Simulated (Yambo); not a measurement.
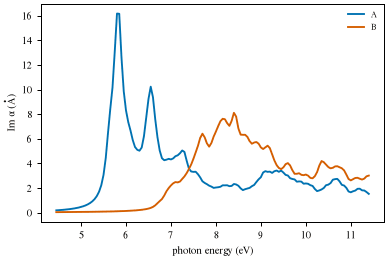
Figure: Two computed absorption spectra of a free-standing CaHI monolayer (symmetry P4/nmm, slab cell 20.2 Å high) (Yambo, PBEsol bands with the same scissor, field along x)

Problem. Which curve includes the electron-hole attraction (BSE), and where are its main peaks?

Solution. Curve A: the attraction moves weight to lower energy (centre of the plotted range 7.5 eV against 8.9 eV). Its peaks lie at 5.8 eV, 6.5 eV, 7.2 eV, 9.3 eV. Settings: 10×10×1 mesh, 8 valence and 18 conduction bands, static screening with 79 bands and a 3 Ry block, scissor 2.77 eV, Tamm-Dancoff, stochastic integration of W near q = 0. The scissor comes from a G0W0 run whose convergence isn't established. Broadening 0.1 eV. The band window holds all transitions up to 12.6 eV. Fine structure above the onset can come from the mesh.

Spin-orbit coupling is not included.

Geometry relaxed with PBEsol; primitive cell a = 3.963 Å, b = 3.963 Å, c = 20.200 Å, α = 90.00°, β = 90.00°, γ = 90.00°.

This is a model layer cut from the bulk structure; whether it is stable on its own was not checked.
